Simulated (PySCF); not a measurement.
H6BNO, singlet at its CAM-B3LYP/def2-SVP optimised geometry (Å):

```
9

B     -0.3225    -0.0788     0.0000
H      0.9055    -0.0788     0.0000
H     -0.8286     1.0437     0.0000
O     -0.9055    -1.0437    -0.8709
H     -1.6847    -0.6983    -1.3116
N     -0.6405    -0.6443     1.5628
H     -1.6436    -0.6818     1.7532
H     -0.1894    -0.0616     2.2700
H     -0.2714    -1.5944     1.6362
```

Computed with CAM-B3LYP/def2-TZVP (PySCF). Cells within 0.4 Å of a nucleus heavier than hydrogen are left out (blank, or x).

Map of the electrostatic potential (hartree/e), clipped to [-0.08, 0.12] on the plane z = 0.0 Å:

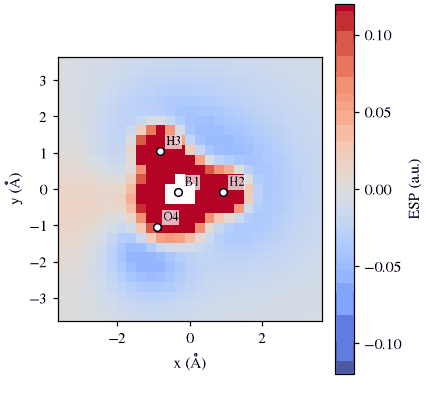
Fig. 1. Electrostatic potential (hartree/e), clipped to [-0.08, 0.12] on the plane z = 0.0 Å.
